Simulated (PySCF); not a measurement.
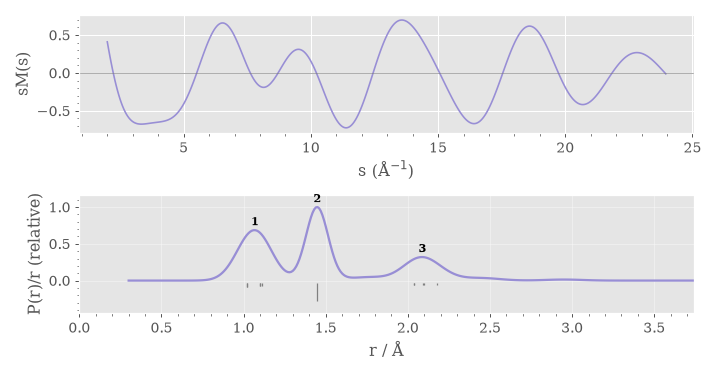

Simulated gas electron diffraction: reduced molecular intensity sM(s) from the Debye equation in the first Born approximation (top) and the radial distribution curve (bottom) of CH5N. Each pair of atoms contributes with weight ZᵢZⱼ/r (bars below the curve); damping constant 0.001 Å²; vibrational amplitudes assumed, not computed: 0.05 Å for bonds, 0.078 Å for bonds to H, 0.06 + 0.015 r up to 0.15 Å for other pairs. The geometry is the end point of an optimisation (PBE0-D3(BJ)/def2-SVP geometry optimisation, gas phase (PySCF 2.14.0, density-fitted response routines)); it may be a saddle point or a higher isomer.

Which pairs of atoms lie under the numbered peaks? Mark bonded pairs by – and others by ···.

Peak 1, 1.07 Å: N–H 1.02 Å (×2), C–H 1.10–1.11 Å (×3), not resolved
Peak 2, 1.45 Å: N–C 1.45 Å
Peak 3, 2.09 Å: C···H 2.04 Å (×2), N···H 2.09–2.18 Å (×3), not resolved; in its flanks H···H 1.76–2.49 Å
